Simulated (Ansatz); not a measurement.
**Sensitivity of the G0W0 gap of WS2 (Tungstenite)**

Aim: change settings of a G0W0 run on WS2 (Tungstenite) and see what moves.

Method: G0W0 on PBE, plane waves, norm-conserving pseudopotentials, in Ansatz 0.2.0.

## 1. The structure

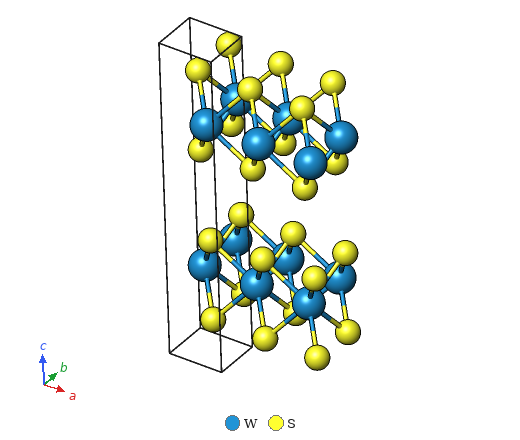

Start, viewed slightly off an axis; tungsten blue, sulfur yellow. 3×2×1 cells are drawn.

Structure file:

```cif
data_structure
_symmetry_space_group_name_H-M 'P 1'
_symmetry_Int_Tables_number 1
_cell_length_a 3.1532
_cell_length_b 3.1532
_cell_length_c 12.3230
_cell_angle_alpha 90.000
_cell_angle_beta 90.000
_cell_angle_gamma 120.000
_cell_volume 106.11
loop_
_atom_site_label
_atom_site_type_symbol
_atom_site_fract_x
_atom_site_fract_y
_atom_site_fract_z
_atom_site_occupancy
W1 W 0.33333 0.66667 0.25000 1
W2 W 0.66667 0.33333 0.75000 1
S3 S 0.33333 0.66667 0.62250 1
S4 S 0.66667 0.33333 0.12250 1
S5 S 0.33333 0.66667 0.87750 1
S6 S 0.66667 0.33333 0.37750 1
```

The cell and positions come from the Crystallography Open Database and are kept as given unless a step says otherwise. Spin-orbit coupling is left out unless a step names it.

## 2. The base run: 6×6×2 mesh, 240 empty bands, screening to 100 eV, norm-conserving files

G0W0 replaces the xc potential by the self-energy, built once from these orbitals. Only a window of levels is corrected, while the sums run over the empty bands that the input names. This step takes norm-conserving files.

input.yaml

```yaml
crystal:
  lattice:
    - [3.1532, 0.0, 0.0]
    - [-1.5766, 2.7307513032, 0.0]
    - [0.0, 0.0, 12.323]
  atoms:
    - { symbol: W, position: [0.3333333333, 0.6666666667, 0.25] }
    - { symbol: W, position: [0.6666666667, 0.3333333333, 0.75] }
    - { symbol: S, position: [0.3333333333, 0.6666666667, 0.6225] }
    - { symbol: S, position: [0.6666666667, 0.3333333333, 0.1225] }
    - { symbol: S, position: [0.3333333333, 0.6666666667, 0.8775] }
    - { symbol: S, position: [0.6666666667, 0.3333333333, 0.3775] }
kpoints:
  mp_grid: { grid: [6, 6, 2] }
hamiltonian:
  xc: pbe
  pseudopotentials: { kind: nc }
scf:
  occupations: { method: fixed }
gw:
  n_empty_bands: 240
  ecut_chi: 100
  qp_bands: [v2, c2]
  qp_kpoints: band_edges
  screening: { model: contour_deformation }
```

The run is started by

```
ansatz run input.yaml --threads 3 --pin off --max-ram 92160MiB --backend cuda --events-out ev --progress --plain --runs-dir out --devices 1 --max-vram 13GiB
```

Numbers of over 12 decimals in the logs are rounded to 6 here.

What it wrote:

```text
GPUs: using 1 of 1 available (devices: 1).
Engine: ansatz 0.2.0, x86_64-unknown-linux-gnu
Pseudopotentials: kind: nc
Pseudopotential: W, nc, valence charge 14, recommended cutoff 1006.821291 eV (normal), W.nc.azcp (PseudoDojo's, or run here from an input of PseudoDojo's: the run reads no file of this project's for it)
Pseudopotential: S, nc, valence charge 6, recommended cutoff 770 eV (normal), S.nc.azcp (PseudoDojo's, or run here from an input of PseudoDojo's: the run reads no file of this project's for it)
Functional definition: PBE
  parameter kappa = 0.804
  parameter beta = 0.066725
  exchange = pbe_x(kappa = kappa, mu = beta*pi^2/3)
  correlation = pbe_c(beta = beta)
device memory: the entry about to start is reckoned to put 2.5 GiB on a device that reports 48.5 GiB free (of which the cap on the GPU budget leaves the run 13.0 GiB)
GPU FFT provider: cuFFT
GPU libraries: cuBLAS 13.8.2, cuFFT 12.4.0, cuSOLVER 12.3.4
Crystal: 6 atoms, lattice volume = 106.108 Å³
Basis set: ecut = 1006.821291 eV, 7701 PW (Γ)
Bands: 32, of which v1, the nominal top of the filled ones, is band 26 counted from 1 (25 counted from 0)
Symmetry: 24 space group operations
Space group: P63/mmc (ITA 194), of the structure as read, at distance tolerance 4.7e-5 Å
k-points: 14 of 72
Non-local potential: W, projectors of the file, l = 0: 2, l = 1: 2, l = 2: 2, l = 3: 2
Non-local potential: S, projectors of the file, l = 0: 2, l = 1: 2, l = 2: 2
Initial density: superposition of atomic densities (chi_scale 0.1, normalization cell, long waves kept (reshape's long-wave potential 0.03 eV rms))
Initial wavefunctions: pseudopotential atomic-orbital guess
GPU buffer pool allocated for 165888 grid points (all kernels)
GPU transforms: local potential and band sums: pruned to the plane-wave sphere, on 36×36×128
Functional: x = pbe(κ = 0.804, μ = 0.219515), c = pbe(β = 0.066725)
SCF iter   1: F=—  HF=-5331.444922 eV  |F-HF|=—  |Δ(HF+E_count)|=         —  Δρ=4.10e-2  dr2=3.03e0  ethr=3.10e-3  ⟨swp⟩=5.0  Hψ=1953  notcnv=0  defer=28
preconditioner: auto → Resta (q_TF=auto, 2.423 Å⁻¹)  ε∞=7.3  [insulator: Δε(μ)=0.939 eV  Ē_g=8.594 eV  n_scr=26 (ndim 8)  ℏωp=21.6 eV  f_vac=0.001  ε∞_Penn≈7.3]
SCF iter   2: F=—  HF=-5330.856045 eV  |F-HF|=—  |Δ(HF+E_count)|=   5.89e-1  Δρ=2.32e-2  dr2=9.56e-1  ethr=3.10e-3  ⟨swp⟩=2.9  Hψ=766  notcnv=0  defer=46
SCF iter   3: F=—  HF=-5330.631769 eV  |F-HF|=—  |Δ(HF+E_count)|=   2.24e-1  Δρ=3.82e-3  dr2=1.87e-2  ethr=1.84e-3  ⟨swp⟩=2.9  Hψ=724  notcnv=0  defer=46
SCF iter   4: F=—  HF=-5330.636210 eV  |F-HF|=—  |Δ(HF+E_count)|=   4.44e-3  Δρ=8.47e-4  dr2=1.26e-3  ethr=3.60e-5  ⟨swp⟩=2.0  Hψ=848  notcnv=0  defer=54
SCF iter   5: F=—  HF=-5330.637268 eV  |F-HF|=—  |Δ(HF+E_count)|=   1.06e-3  Δρ=6.42e-4  dr2=9.54e-4  ethr=2.43e-6  ⟨swp⟩=2.8  Hψ=724  notcnv=0  defer=54
[...]
E_kinetic    = 1531.993462
  E_local      = -4582.542895  (includes V_loc(G=0)·N_el)
  E_nonlocal   = 848.152636
  E_hartree    = 1393.327045
  E_xc         = -1246.802627
  E_vxc        = -955.484440  (∫ρ·V_xc dr)
  E_ewald      = -3274.764942
  E_smearing   = -0.000000  (= −TS)
  E_closure    = -0.000000  (closes the sum)
  Σ components = -5330.637321   (vs F -5330.637321, Δ=0.00e0)
--- Band table (eV; the first three rows and the last of 14) ---
  k-point 0: bands = [... 22 lower, 9.5821, 10.2537, 10.5486, 11.7695, 14.0802, 14.0802, 14.0905, 14.0905, ... 2 higher]
  k-point 1: bands = [... 22 lower, 9.5553, 9.5553, 11.4522, 11.4522, 14.0727, 14.0727, 14.0727, 14.0727, ... 2 higher]
  k-point 2: bands = [... 22 lower, 9.4448, 10.3028, 10.5125, 10.9301, 13.3401, 13.7768, 13.9377, 14.0126, ... 2 higher]
  k-point 13: bands = [... 22 lower, 8.6574, 8.6574, 11.1221, 11.1221, 13.0745, 13.0745, 14.3543, 14.3543, ... 2 higher]
--- G₀W₀: contour deformation, 7 samples at zero and on the imaginary axis and 1 off it, 72 q-points, 240 empty bands' worth ---
  eigenvalues of the whole cell's RPA ε∞ on this k-mesh (on a slab, of 1 + 4πα/V) = 5.9220, 14.1068, 14.1068; static W/v taken at q = 0 is 0.073936
  bands read: the sum over 266 bands ends inside a degenerate multiplet in 3 slots, whose members it reads at an even weight; the widest, k=1: bands 265 to 268 (counted from 1) at 2/4 each
  gw.qp_kpoints: band_edges: 10 of 14 stored k-points solved, in 1 pass; an edge of the gap read off the rows below is read off those points alone
    valence top: of the k-points left out ik 6 came nearest to being solved in a further pass, in band 26 (counted from 1, as in the quasiparticle table): it holds the edge there only if its correction is more favourable than any solved in that band by at least 1.525 eV; those differ by 0.089 eV
    conduction bottom: of the k-points left out ik 4 came nearest to being solved in a further pass, in band 27 (counted from 1, as in the quasiparticle table): it holds the edge there only if its correction is more favourable than any solved in that band by at least 0.685 eV; those differ by 0.177 eV
    ik  band        ε_KS         Σx   Σc(E_QP)       V_xc       Z   E_QP_lin       E_QP  E_QP is
     0    25     10.5486   -18.2216     1.1088   -16.9710  0.7526    10.4064    10.4067  root
     0    26     11.7695   -19.4470     0.6113   -18.7981  0.7585    11.7319    11.7319  root
     0    27     14.0802   -13.7207    -4.1899   -18.4013  0.7589    14.5750    14.5709  root
     0    28     14.0802   -13.7207    -4.1899   -18.4013  0.7589    14.5750    14.5709  root
     1    25     11.4522   -19.1562     0.8731   -18.1976  0.7587    11.3666    11.3667  root
     1    26     11.4522   -19.1562     0.8731   -18.1976  0.7587    11.3666    11.3667  root
     1    27     14.0727   -13.6796    -4.1652   -18.3267  0.7583    14.5585    14.5545  root
     1    28     14.0727   -13.6796    -4.1652   -18.3267  0.7583    14.5585    14.5545  root
[...]
13    25     11.1221   -18.7900     0.6601   -18.0532  0.7610    11.0454    11.0454  root
    13    26     11.1221   -18.7900     0.6601   -18.0532  0.7610    11.0454    11.0454  root
    13    27     13.0745   -15.6495    -3.7957   -19.8697  0.7597    13.5015    13.4990  root
    13    28     13.0745   -15.6495    -3.7957   -19.8697  0.7597    13.5015    13.4990  root
[key lines of the parts left out:]
SCF converged after 8 iterations
Free energy (F): -5330.637321 eV
Fermi energy:    11.769540 eV
```

Elapsed: 42 s, on 1 × NVIDIA H100 80GB HBM3 (shared by 6 runs) with 3 threads of AMD EPYC 7R13 (Zen 3), shared host; peak memory 1.8 GiB.

Reading the cycles: dr2 is the Hartree energy of the density residual (eV), the measure of convergence; HF is the Harris–Foulkes estimate of the energy, which meets the free energy F at convergence.

Numbers from this step:

| Property | Result |
| --- | --- |
| bands summed | 266 |
| RPA ε∞ on this mesh (eigenvalues) | 5.922, 14.11, 14.11 |
| plane waves in the screening matrix | 255 |
| q-points in the mesh | 72 |
| G0W0 gap on the mesh | 1.332 eV |
| k of the valence top | 0, 0, 0 |
| k of the conduction bottom | 0.1667, 0.1667, 0 |
| starting gap on the mesh | 0.9807 eV |
| Z at the valence top | 0.7585 |
| Z at the conduction bottom | 0.7692 |
| least direct G0W0 gap on the computed points | 2.318 eV |

The gap on the mesh goes from 0.98 eV to 1.33 eV, a correction of +0.35 eV. Between the two edge states, bare exchange in place of the xc potential would open the gap by 4.62 eV, and correlation takes back 4.26 eV.

## 3. Variant: norm-conserving files, smooth pair densities

input.yaml, as its differences from that of step 2:

```diff
@@ -20,4 +20,4 @@
 gw:
-  n_empty_bands: 240
-  ecut_chi: 100
+  n_empty_bands: 172
+  ecut_chi: 80
   qp_bands: [v2, c2]
@@ -25 +25,2 @@
   screening: { model: contour_deformation }
+  pair_densities: pseudo
```

What it wrote:

```text
GPUs: using 1 of 1 available (devices: 1).
[...]
GPU FFT provider: cuFFT
GPU libraries: cuBLAS 13.8.2, cuFFT 12.4.0, cuSOLVER 12.3.4
Crystal: 6 atoms, lattice volume = 106.108 Å³
Basis set: ecut = 1006.821291 eV, 7701 PW (Γ)
Bands: 32, of which v1, the nominal top of the filled ones, is band 26 counted from 1 (25 counted from 0)
[... 1 set-up line as in the run before ...]
[...]
k-points: 14 of 72
[...]
GPU buffer pool allocated for 165888 grid points (all kernels)
[...]
SCF iter   1: F=—  HF=-5331.444922 eV  |F-HF|=—  |Δ(HF+E_count)|=         —  Δρ=4.10e-2  dr2=3.03e0  ethr=3.10e-3  ⟨swp⟩=5.0  Hψ=1953  notcnv=0  defer=28
[...]
SCF iter   8: F=-5330.637321 eV  HF=-5330.637321 eV  |F-HF|=2.89e-9  |Δ(HF+E_count)|=   3.24e-6  Δρ=8.51e-6  dr2=9.85e-8  ethr=1.92e-10  ⟨swp⟩=8.3  Hψ=2326  notcnv=0
SCF 1 converged in 8 iterations: F = -5330.637321 eV  dr2 = 9.85e-8
[...]
NSCF: frozen V_eff on 14 k-points, pencils in batches of 32, up to order 128
[...]
NSCF: frozen V_eff on 14 k-points
G₀W₀ screening: q 1/14
[... further progress lines ...]
SCF converged after 8 iterations
Free energy (F): -5330.637321 eV
[...]
Internal energy: -5330.637321 eV  (E = F + TS)
E sigma→0 (E₀):  -5330.637321 eV
Fermi energy:    11.769540 eV
[...]
--- Band table (eV; the first three rows and the last of 14) ---
  k-point 0: bands = [... 22 lower, 9.5821, 10.2537, 10.5486, 11.7695, 14.0802, 14.0802, 14.0905, 14.0905, ... 2 higher]
  k-point 1: bands = [... 22 lower, 9.5553, 9.5553, 11.4522, 11.4522, 14.0727, 14.0727, 14.0727, 14.0727, ... 2 higher]
  k-point 2: bands = [... 22 lower, 9.4448, 10.3028, 10.5125, 10.9301, 13.3401, 13.7768, 13.9377, 14.0126, ... 2 higher]
  k-point 13: bands = [... 22 lower, 8.6574, 8.6574, 11.1221, 11.1221, 13.0745, 13.0745, 14.3543, 14.3543, ... 2 higher]
[...]
0    25     10.5486   -15.5789     1.1684   -14.4604  0.7539    10.5984    10.5985  root
     0    26     11.7695   -16.1406     0.6900   -15.5901  0.7599    11.9088    11.9090  root
     0    27     14.0802   -10.5413    -4.0942   -15.2237  0.7598    14.6745    14.6683  root
     0    28     14.0802   -10.5413    -4.0942   -15.2237  0.7598    14.6745    14.6683  root
     1    25     11.4522   -16.0970     0.9564   -15.2049  0.7600    11.5165    11.5165  root
     1    26     11.4522   -16.0970     0.9564   -15.2049  0.7600    11.5165    11.5165  root
     1    27     14.0727   -10.5240    -4.0680   -15.1647  0.7592    14.6512    14.6454  root
     1    28     14.0727   -10.5240    -4.0680   -15.1647  0.7592    14.6512    14.6454  root
[...]
13    25     11.1221   -15.7671     0.7286   -15.1636  0.7623    11.2471    11.2473  root
    13    26     11.1221   -15.7671     0.7286   -15.1636  0.7623    11.2471    11.2473  root
    13    27     13.0745   -11.9524    -3.7366   -16.3692  0.7615    13.7616    13.7546  root
    13    28     13.0745   -11.9524    -3.7366   -16.3692  0.7615    13.7616    13.7546  root
```

The job ended after 24 s (1 × NVIDIA H100 80GB HBM3 (shared by 6 runs) with 3 threads; peak memory 1.5 GiB).

The G0W0 gap on the mesh is 1.304 eV.

Against the base:

```tsv
setting	base	variant
empty bands	240	172
screening cutoff (eV)	100	80
pair densities	-	pseudo
```

```tsv
quantity	variant	base
starting gap on the mesh	0.981	0.981
G0W0 gap on the mesh	1.304	1.332
least direct G0W0 gap on the computed points	2.371	2.318
Z at the valence top	0.760	0.758
Z at the conduction bottom	0.770	0.769
```

## 4. Results

| Item | Value |
| --- | --- |
| base | 1.33 eV, 42 s |
| norm-conserving files, smooth pair densities | 1.30 eV, 24 s |

**Reading.** Norm-conserving files, smooth pair densities: the gap moves by −0.03 eV. The variant differs from the base in empty bands, screening cutoff and pair densities together, so the change can't be laid to one of them. All runs here use a coarse mesh and modest cutoffs; they test settings and are not final values. The 6×6×2 mesh is coarse for this cell (its supercell is 19 Å along the shortest edge). The RPA ε∞ on it, from the PBE start, is 5.92 and 14.11; such meshes misread the long-range screening, most where the gap is narrow. The many-body steps are scalar-relativistic: spin-orbit coupling is not in them.

[Paths, hosts, dates, memory and timing lines, banners, echoed tables and standing remarks are left out of the program output.]

[Logs are printed without paths, hosts, clocks, repeated set-up lines and the standing remarks that a program may print on its own settings, such as how far it seeks lower states.]

[Runs of the session that timed out or met a known fault of the program may be left out.]

[Cells called generated may have been cut or substituted from an entry of the Crystallography Open Database or the Materials Project.]

[Hosts, paths, dates, database ids (printed as entryN), source tags and the programs' standing remarks are cut or masked in the printed files.]
